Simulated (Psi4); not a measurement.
# triplet AlH2F: levels of theory compared

We compute a comparison of 4 runs (U-r2SCAN/def2-TZVPP, U-revPBE/def2-TZVPP, UBLYP/def2-TZVPP, UTPSS/def2-TZVPP) of triplet AlH2F. 

Program for the calculation: Psi4 1.11.

### Step 1. The structure to begin with

AlH2F has 4 atoms, charge 0, and is taken as a triplet. As SMILES of the parent species, `[H][Al]([H])[F]`. The shape comes from GFN2-xTB, which is rough for such elements, and wasn't checked as a minimum. That shape belongs to the parent species and isn't relaxed for this state.

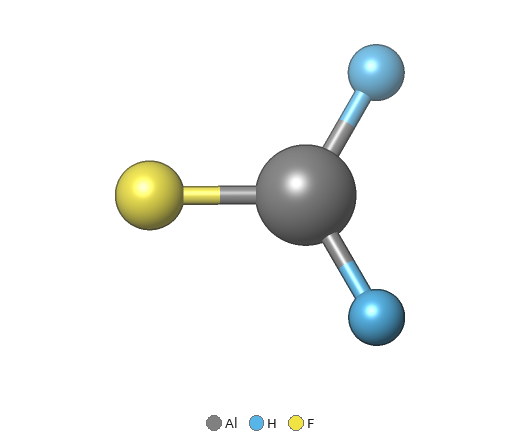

Viewed from a chosen angle; aluminium grey, hydrogen blue, fluorine yellow.

### Step 2. Energy and gradient at U-r2SCAN/def2-TZVPP (run 1)

The input, alfh2.json:

```json
{
 "schema_name": "qcschema_input",
 "schema_version": 1,
 "molecule": {
  "schema_name": "qcschema_molecule",
  "schema_version": 2,
  "symbols": ["Al", "H", "H", "F"],
  "geometry": [0.03703863, 0.06175625, 0.00177634, 2.92323624, -0.03376941, 0.02660734, -1.39648871, 2.56779765, -0.03669848, -1.56378616, -2.5957845, 0.00831479],
  "molecular_charge": 0,
  "molecular_multiplicity": 3,
  "fix_symmetry": "c1"
 },
 "driver": "gradient",
 "model": {
  "method": "r2scan",
  "basis": "def2-TZVPP"
 },
 "keywords": {
  "reference": "uks",
  "puream": true,
  "e_convergence": 1e-09,
  "d_convergence": 1e-08,
  "scf_type": "pk",
  "dft_radial_points": 99,
  "dft_spherical_points": 590,
  "maxiter": 200,
  "scf_properties": ["DIPOLE", "WIBERG_LOWDIN_INDICES", "MULLIKEN_CHARGES"]
 }
}
```

Run with:

```bash
$ psi4 --qcschema alfh2.json -n 1 --memory 1600MB
```

stdout:

```text
[...]
  Running in c1 symmetry.
[...]
  Nuclear repulsion =   50.398213586904838
[...]
  Multiplicity = 3
[...]
  Nalpha       = 13
  Nbeta        = 11
[...]
    Number of basis functions: 101
[...]
   @UKS iter   1:  -343.22041715918709   -2.42477e-01   5.51443e-03 DIIS/ADIIS
[...]
   @UKS iter  13:  -343.31813393441007   -6.19593e-12   8.94049e-09 DIIS
[...]
   @S^2 Observed:                2.007512072E+00
[...]
    Orbital Energies [Eh]
    ---------------------
    Alpha Occupied:
       1A    -55.775600     2A    -24.468683     3A     -4.090823
       4A     -2.630730     5A     -2.629384     6A     -2.626427
       7A     -1.122273     8A     -0.480050     9A     -0.410998
      10A     -0.408672    11A     -0.382750    12A     -0.374319
      13A     -0.124025
    Alpha Virtual:
      14A     -0.055963    15A     -0.011420    16A      0.067866
      17A      0.085393    18A      0.090663    19A      0.148396
      20A      0.165208    21A      0.179673    22A      0.186892
      23A      0.244912    24A      0.286655    25A      0.324232
[...]
  @UKS Final Energy:  -343.31813393441007
   => Energetics <=
    Nuclear Repulsion Energy =             50.3982135869048378
    One-Electron Energy =                -577.9682229298562106
    Two-Electron Energy =                 214.0307798967986628
    DFT Exchange-Correlation Energy =     -29.7789044882573251
    Empirical Dispersion Energy =           0.0000000000000000
    VV10 Nonlocal Energy =                  0.0000000000000000
    Total Energy =                       -343.3181339344100707
[...]
 Multipole Moments:
 ------------------------------------------------------------------------------------
     Multipole            Electronic (a.u.)      Nuclear  (a.u.)        Total (a.u.)
 ------------------------------------------------------------------------------------
 L = 1.  Multiply by 2.5417464519 to convert [e a0] to [Debye]
 Dipole X            :         -1.1743701            1.5211152            0.3467452
 Dipole Y            :         -1.9499103            2.5246823            0.5747720
 Dipole Z            :          0.0031656           -0.0100376           -0.0068720
 Magnitude           :                                                    0.6712989
[...]
  Mulliken Charges: (a.u.)
   Center  Symbol    Alpha    Beta     Spin     Total
       1    AL     6.91741  5.83233  1.08509  0.25026
       2     H     0.68729  0.28256  0.40473  0.03015
       3     H     0.68723  0.28282  0.40441  0.02995
       4     F     4.70807  4.60230  0.10577 -0.31037
   Total alpha = 13.00000, Total beta = 11.00000, Total charge =  0.00000
  Wiberg Bond Indices using Orthogonal Lowdin Orbitals:
  Total Bond Index:
  Irrep: 1 Size: 4 x 4
[...]
  -Total Gradient:
     Atom            X                  Y                   Z
    ------   -----------------  -----------------  -----------------
       1        0.015176331233     0.025280862063    -0.000504106919
       2       -0.031637682179    -0.005284487450    -0.000090835367
       3        0.010144281589    -0.030496553686     0.000522001434
       4        0.006241043038     0.010374061074     0.000077967041
[...]
```

The result, in JSON:

```text
{
 "driver": "gradient",
 "model": {
  "method": "r2scan",
  "basis": "def2-TZVPP"
 },
 "success": true,
 "return_result": [0.01517633123278761, 0.025280862063329898, -0.0005041069190043371, -0.03163768217867169, -0.005284487449942905, -9.083536665121009e-05, 0.010144281588589543, -0.030496553685997657, 0.0005220014339719708, 0.006241043037620339, 0.010374061073695318, 7.796704065599861e-05],
 "properties": {
  "calcinfo_nbasis": 101,
  "calcinfo_nmo": 101,
  "calcinfo_nalpha": 13,
  "calcinfo_nbeta": 11,
  "calcinfo_natom": 4,
  "nuclear_repulsion_energy": 50.39821358690484,
  "return_energy": -343.31813393441007,
  "return_gradient": [0.01517633123278761, 0.025280862063329898, -0.0005041069190043371, -0.03163768217867169, -0.005284487449942905, -9.083536665121009e-05, 0.010144281588589543, -0.030496553685997657, 0.0005220014339719708, 0.006241043037620339, 0.010374061073695318, 7.796704065599861e-05],
  "scf_one_electron_energy": -577.9682229298562,
  "scf_two_electron_energy": 214.03077989679866,
  "scf_xc_energy": -29.778904488257325,
  "scf_dipole_moment": [0.3467451765574623, 0.5747719776068263, -0.0068720244481394535],
  "scf_total_energy": -343.31813393441007,
  "scf_total_gradient": [0.01517633123278761, 0.025280862063329898, -0.0005041069190043371, -0.03163768217867169, -0.005284487449942905, -9.083536665121009e-05, 0.010144281588589543, -0.030496553685997657, 0.0005220014339719708, 0.006241043037620339, 0.010374061073695318, 7.796704065599861e-05],
  "scf_iterations": 13
 }
}
```

Run time: 44 s. Hardware: 1 thread of Intel Xeon 6975P-C (Granite Rapids), shared host; peak memory 0.77 GiB.

### Step 3. Energy and forces at U-revPBE/def2-TZVPP (run 2)

The input, alfh2.xyz:

```xyz
4
AlFH2
Al     0.019600     0.032680     0.000940
H      1.546910    -0.017870     0.014080
H     -0.738990     1.358820    -0.019420
F     -0.827520    -1.373630     0.004400
```

The input, calc.py:

```python
import psi4

psi4.set_memory('1600 MB')
psi4.set_num_threads(1)
psi4.set_output_file('output.dat', False)

with open('alfh2.xyz') as f:
    atoms = ''.join(f.readlines()[2:])
geom = psi4.geometry('0 3\n' + atoms + 'symmetry c1\nno_reorient\nno_com')

options = {'basis': 'def2-TZVPP', 'reference': 'uks', 'puream': True, 'e_convergence': 1e-09, 'd_convergence': 1e-08, 'scf_type': 'pk', 'dft_radial_points': 99, 'dft_spherical_points': 590, 'maxiter': 200}
psi4.set_options(options)

e_tot, wfn = psi4.gradient("revpbe", molecule=geom, return_wfn=True)
psi4.oeprop(wfn, "WIBERG_LOWDIN_INDICES", "MULLIKEN_CHARGES", "LOWDIN_CHARGES")
print('gradient / Eh bohr^-1')
print(e_tot.np.round(6))
print(f'energy = {wfn.energy():.10f} Eh')
for k, v in sorted(psi4.core.scalar_variables().items()):
    print(f'{k:45s} {v:18.10f}')
```

Run with:

```bash
$ python calc.py
```

output.dat, cut to the lines that bear on the results:

```text
[...]
  Running in c1 symmetry.
[...]
  Nuclear repulsion =   50.398213572615205
[...]
  Multiplicity = 3
[...]
  Nalpha       = 13
  Nbeta        = 11
[...]
    Number of basis functions: 101
[...]
   @UKS iter   1:  -343.19794831707145   -2.04094e-01   5.63949e-03 ADIIS/DIIS
[...]
   @UKS iter  13:  -343.30171747798340   -3.86535e-12   3.95333e-09 DIIS
[...]
   @S^2 Observed:                2.002961033E+00
[...]
  @UKS Final Energy:  -343.30171747798340
   => Energetics <=
    Nuclear Repulsion Energy =             50.3982135726152052
    One-Electron Energy =                -577.8184363076436512
    Two-Electron Energy =                 213.8568608217754559
    DFT Exchange-Correlation Energy =     -29.7383555647303766
    Empirical Dispersion Energy =           0.0000000000000000
    VV10 Nonlocal Energy =                  0.0000000000000000
    Total Energy =                       -343.3017174779834022
[...]
 Multipole Moments:
 ------------------------------------------------------------------------------------
     Multipole            Electronic (a.u.)      Nuclear  (a.u.)        Total (a.u.)
 ------------------------------------------------------------------------------------
 L = 1.  Multiply by 2.5417464519 to convert [e a0] to [Debye]
 Dipole X            :         12.3754826          -12.0658257            0.3096569
 Dipole Y            :         20.5386226          -20.0252010            0.5134216
 Dipole Z            :         -0.0940704            0.0878345           -0.0062359
 Magnitude           :                                                    0.5996066
[...]
  -Total Gradient:
     Atom            X                  Y                   Z
    ------   -----------------  -----------------  -----------------
       1        0.007239413366     0.012121265548    -0.000439115311
       2       -0.033418070893    -0.003880071617    -0.000132749950
       3        0.012223363631    -0.031418730403     0.000536674386
       4        0.013957794323     0.023181704860     0.000035258611
[...]
  Mulliken Charges: (a.u.)
   Center  Symbol    Alpha    Beta     Spin     Total
       1    AL     6.94356  5.85929  1.08427  0.19716
       2     H     0.68049  0.28694  0.39356  0.03257
       3     H     0.68045  0.28712  0.39333  0.03244
       4     F     4.69550  4.56666  0.12884 -0.26217
   Total alpha = 13.00000, Total beta = 11.00000, Total charge =  0.00000
[...]
```

Standard output:

```text
gradient / Eh bohr^-1
[[ 7.2390e-03  1.2121e-02 -4.3900e-04]
 [-3.3418e-02 -3.8800e-03 -1.3300e-04]
 [ 1.2223e-02 -3.1419e-02  5.3700e-04]
 [ 1.3958e-02  2.3182e-02  3.5000e-05]]
energy = -343.3017174780 Eh
CURRENT ENERGY                                   -343.3017174780
CURRENT REFERENCE ENERGY                         -343.3017174780
DD SOLVATION ENERGY                                 0.0000000000
DFT FUNCTIONAL TOTAL ENERGY                      -343.3017174780
DFT TOTAL ENERGY                                 -343.3017174780
DFT VV10 ENERGY                                     0.0000000000
DFT XC ENERGY                                     -29.7383555647
GRID ELECTRONS ALPHA                               12.9999999503
GRID ELECTRONS BETA                                10.9999999244
GRID ELECTRONS TOTAL                               23.9999998746
NUCLEAR REPULSION ENERGY                           50.3982135726
ONE-ELECTRON ENERGY                              -577.8184363076
PCM POLARIZATION ENERGY                             0.0000000000
PE ENERGY                                           0.0000000000
SCF ITERATION ENERGY                             -343.3017174780
SCF ITERATIONS                                     13.0000000000
SCF TOTAL ENERGY                                 -343.3017174780
TWO-ELECTRON ENERGY                               213.8568608218
XC GRID RADIAL POINTS                              99.0000000000
XC GRID SPHERICAL POINTS                          590.0000000000
XC GRID TOTAL POINTS                           224711.0000000000
```

Run time: 24 s. Hardware: 1 thread of Intel Xeon 6975P-C (Granite Rapids), shared host; peak memory 0.69 GiB.

Run 3 isn't shown in full; the table further down has it.

### Step 4. A single-point energy at UTPSS/def2-TZVPP (run 4)

The input, run.py:

```python
import psi4

psi4.set_memory('1600 MB')
psi4.set_num_threads(1)
psi4.core.set_output_file('run.log', False)

m = psi4.geometry("""
0 3
Al     0.019600     0.032680     0.000940
H      1.546910    -0.017870     0.014080
H     -0.738990     1.358820    -0.019420
F     -0.827520    -1.373630     0.004400
units angstrom
symmetry c1
no_reorient
no_com
""")

psi4.set_options({
    'basis': 'def2-TZVPP',
    'reference': 'uks',
    'puream': True,
    'e_convergence': 1e-09,
    'd_convergence': 1e-08,
    'scf_type': 'pk',
    'dft_radial_points': 99,
    'dft_spherical_points': 590,
    'maxiter': 200,
})

result, w = psi4.energy('tpss', return_wfn=True)
psi4.oeprop(w, 'MAYER_INDICES', 'MULLIKEN_CHARGES', 'LOWDIN_CHARGES', title='TPSS')
print('E =', round(result, 9))
```

Run with:

```bash
$ python run.py
```

run.log, cut to the lines that bear on the results:

```text
[...]
  Running in c1 symmetry.
[...]
  Nuclear repulsion =   50.398213572615205
[...]
  Multiplicity = 3
[...]
  Nalpha       = 13
  Nbeta        = 11
[...]
    Number of basis functions: 101
[...]
   @UKS iter   1:  -343.31505224422619   -2.23272e-01   5.63529e-03 DIIS/ADIIS
[...]
   @UKS iter  13:  -343.41641010334297   -4.66116e-12   4.90688e-09 DIIS
[...]
   @S^2 Observed:                2.006209818E+00
[...]
  @UKS Final Energy:  -343.41641010334297
   => Energetics <=
    Nuclear Repulsion Energy =             50.3982135726152052
    One-Electron Energy =                -577.8981787497114055
    Two-Electron Energy =                 213.9508111155205938
    DFT Exchange-Correlation Energy =     -29.8672560417673303
    Empirical Dispersion Energy =           0.0000000000000000
    VV10 Nonlocal Energy =                  0.0000000000000000
    Total Energy =                       -343.4164101033429688
[...]
 Multipole Moments:
 ------------------------------------------------------------------------------------
     Multipole            Electronic (a.u.)      Nuclear  (a.u.)        Total (a.u.)
 ------------------------------------------------------------------------------------
 L = 1.  Multiply by 2.5417464519 to convert [e a0] to [Debye]
 Dipole X            :         12.3926208          -12.0658257            0.3267951
 Dipole Y            :         20.5668639          -20.0252010            0.5416629
 Dipole Z            :         -0.0951148            0.0878345           -0.0072803
 Magnitude           :                                                    0.6326506
[...]
  Mulliken Charges: (a.u.)
   Center  Symbol    Alpha    Beta     Spin     Total
       1    AL     6.89668  5.85198  1.04471  0.25134
       2     H     0.70486  0.28375  0.42110  0.01139
       3     H     0.70480  0.28401  0.42079  0.01120
       4     F     4.69366  4.58026  0.11340 -0.27393
   Total alpha = 13.00000, Total beta = 11.00000, Total charge =  0.00000
  Lowdin Charges: (a.u.)
   Center  Symbol    Alpha    Beta     Spin     Total
       1    AL     7.13028  5.91768  1.21260 -0.04795
       2     H     0.66374  0.33133  0.33242  0.00493
[...]
```

The script printed:

```text
E = -343.416410103
```

Run time: 44 s. Hardware: 1 thread of Intel Xeon 6975P-C (Granite Rapids), shared host; peak memory 0.76 GiB.

### Step 5. The series

| run | level | task | energy (Eh) | dipole moment (D) | HOMO energy (eV) | ⟨S²⟩ | wall time |
| --- | --- | --- | --- | --- | --- | --- | --- |
| 1 | U-r2SCAN/def2-TZVPP | gradient | -343.318134 | 1.71 | -3.37 | 2.008 | 44 s |
| 2 | U-revPBE/def2-TZVPP | gradient | -343.301717 | 1.52 | -3.15 | 2.003 | 24 s |
| 3 | UBLYP/def2-TZVPP | gradient | -343.384949 | 1.62 | -2.90 | 2.004 | 23 s |
| 4 | UTPSS/def2-TZVPP | energy | -343.416410 | 1.61 | -3.18 | 2.006 | 44 s |

### Step 6. Outcome

```
                                 quantity          value
                      run 4: total energy  -343.41641 Eh
                     run 4: dipole moment         1.61 D
run 4: HOMO energy (highest over α and β)       -3.18 eV
                              run 4: ⟨S²⟩          2.006
```

The dipole moment (its size) runs from 1.52 D (U-revPBE/def2-TZVPP) to 1.71 D (U-r2SCAN/def2-TZVPP). Totals of different functionals can't be ranked against each other. All runs together took 2.2 min, the longest 44 s.
